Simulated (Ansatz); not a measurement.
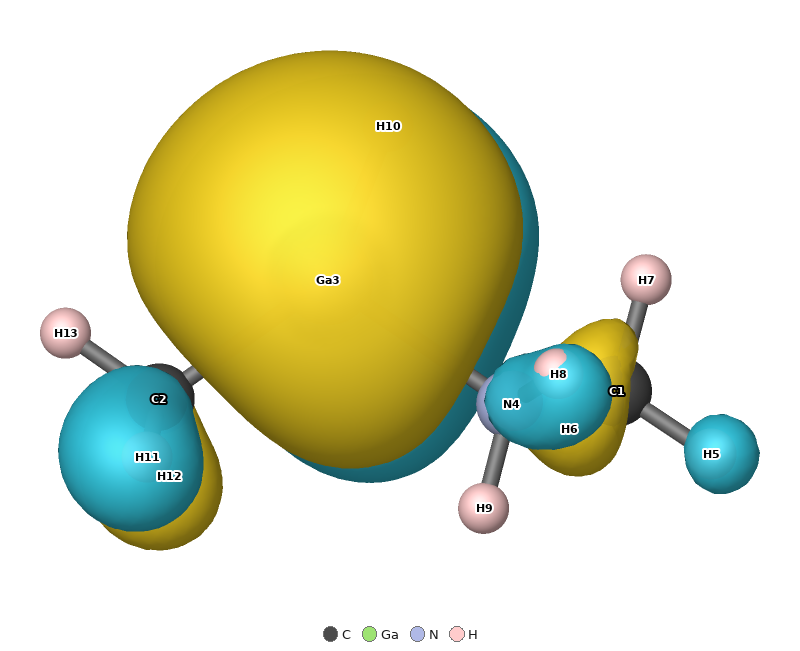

The picture shows: C2H9GaN (SMILES C[NH2+][GaH][CH3]) (charge +1). One frontier orbital at ±0.06 Å⁻³ᐟ² (yellow and cyan are the two phases), seen across its widest extent.

Geometry: B3LYP/6-31G*.

Theory: Ansatz 0.2.0, isolated molecule in a Gaussian basis; Kohn-Sham density functional theory, functional PBE0.

```xyz
13

C    -2.2411   -0.4397    0.2906
C     1.6675   -0.9643    2.1929
Ga    0.2217    0.3079    1.8978
N    -0.7843   -0.1185    0.0996
H    -2.7244   -0.6105   -0.6740
H    -2.3321   -1.3397    0.9023
H    -2.7243    0.3976    0.7973
H    -0.7052    0.6949   -0.5186
H    -0.3246   -0.8886   -0.3937
H    -0.5495    1.5422    2.4465
H     2.3930   -0.9007    1.3746
H     1.2683   -1.9838    2.2277
H     2.1700   -0.7419    3.1373
```

**Which orbital is it: HOMO or LUMO?**

The LUMO, at −6.12 eV. By Hirshfeld shares it lies mainly on Ga3 (about 75 %).
